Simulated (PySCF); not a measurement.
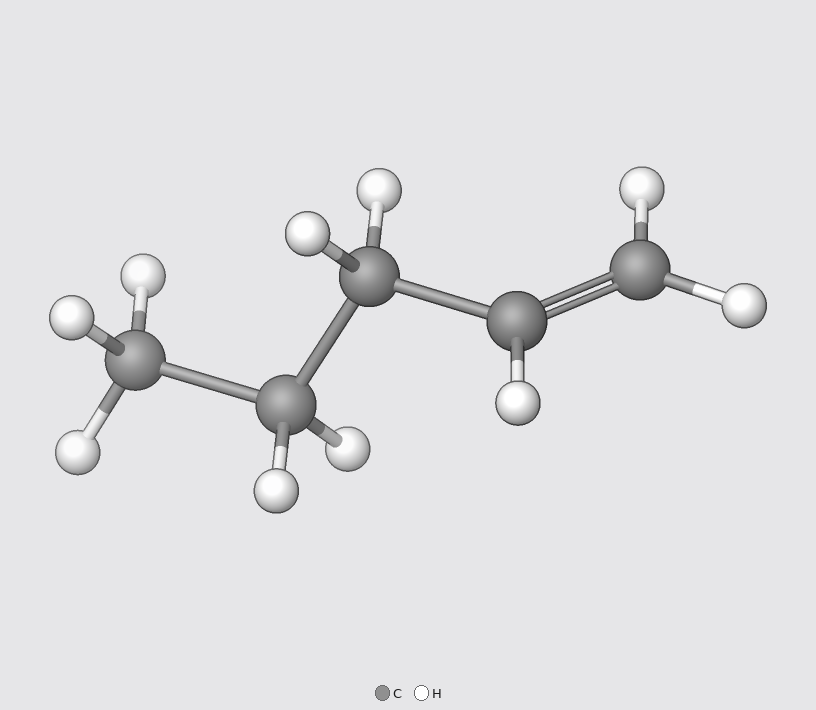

Rendered structure (ball-and-stick style). Double and triple bonds are drawn as two and three sticks.

The computed structure is the end point of a GFN2-xTB optimisation. No frequency run is at hand to confirm it as a minimum.

Which formula does it have?

Answer. C5H10, 15 atoms: 5 carbon and 10 hydrogen.

Which point group does it belong to?

Answer. C1.

Name functional groups in it.

Answer. Among them: alkene.

Does it have rings?

Answer. It has no ring.

More results for the same structure follow; atom numbers are the same in all pictures, views and colours differ.

Electronic properties

No frequency run is at hand to confirm it as a minimum. Method: PBE0/pcSseg-1, gas phase (PySCF 2.14.0).

Predict the main results.

- dipole moment: 0.40 D
- HOMO energy (Kohn–Sham orbital): −7.37 eV
- LUMO energy (Kohn–Sham orbital): 0.56 eV
- HOMO–LUMO gap: 7.93 eV

NMR shielding

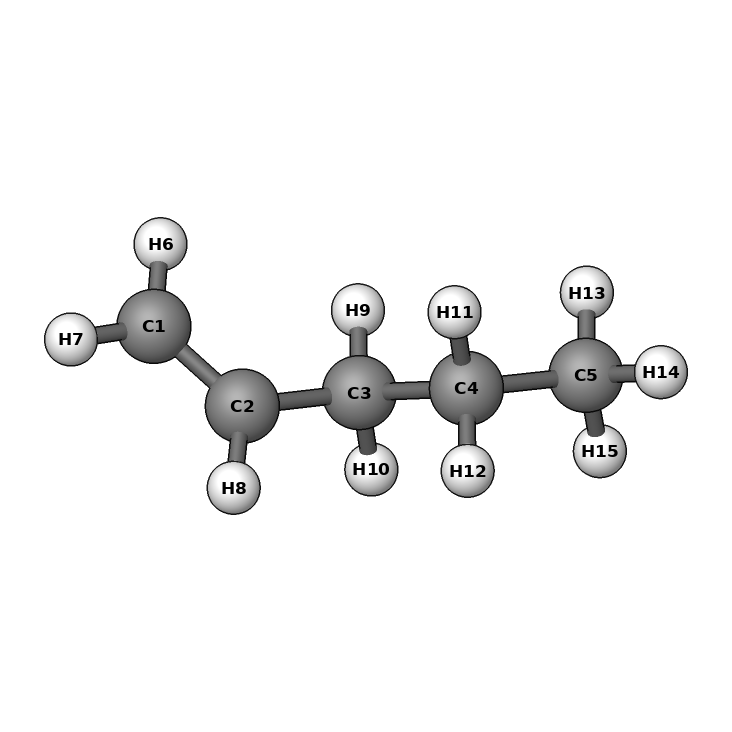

No frequency run is at hand to confirm it as a minimum. Properties computed with GIAO PBE0/pcSseg-1 NMR shielding, non-relativistic, gas phase (PySCF 2.14.0). Principal shieldings σ11 ≤ σ22 ≤ σ33, span Ω = σ33 − σ11, skew κ = 3(σiso − σ22)/Ω.

Which C atom has the most anisotropic shielding?

Answer. C2, with a span of 242 ppm.

Give the shielding tensors of the C atoms.

```csv
atom,σ11,σ22,σ33,σiso,Ω,κ
C1,−44.1,87.7,156.6,66.7,200.7,−0.31
C2,−86.3,44.9,155.5,38.0,241.7,−0.08
C3,124.8,139.9,164.7,143.2,39.9,0.24
C4,146.7,156.3,170.8,157.9,24.0,0.20
C5,159.0,162.8,187.1,169.6,28.1,0.73
```

Shieldings and span in ppm.

Charges

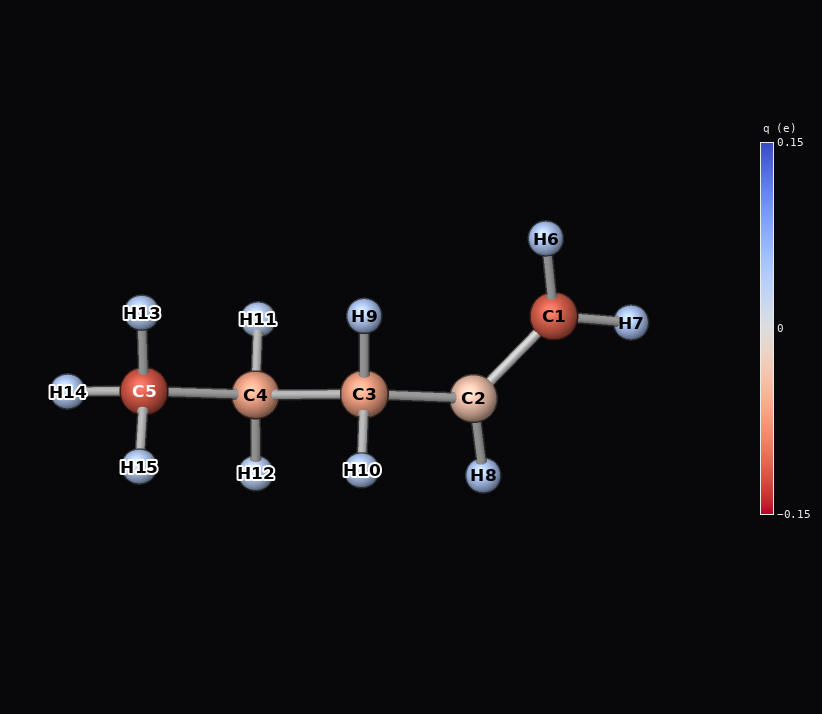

Atoms are coloured by their Hirshfeld charges. No frequency run is at hand to confirm it as a minimum. Method: PBE0/pcSseg-1, gas phase (PySCF 2.14.0).

Give the Hirshfeld charges atom by atom.

| atom | value (e) |
| --- | --- |
| C1 | −0.11 |
| C2 | −0.04 |
| C3 | −0.07 |
| C4 | −0.06 |
| C5 | −0.12 |
| H6 | 0.04 |
| H7 | 0.04 |
| H8 | 0.04 |
| H9 | 0.04 |
| H10 | 0.04 |
| H11 | 0.03 |
| H12 | 0.04 |
| H13 | 0.04 |
| H14 | 0.04 |
| H15 | 0.04 |
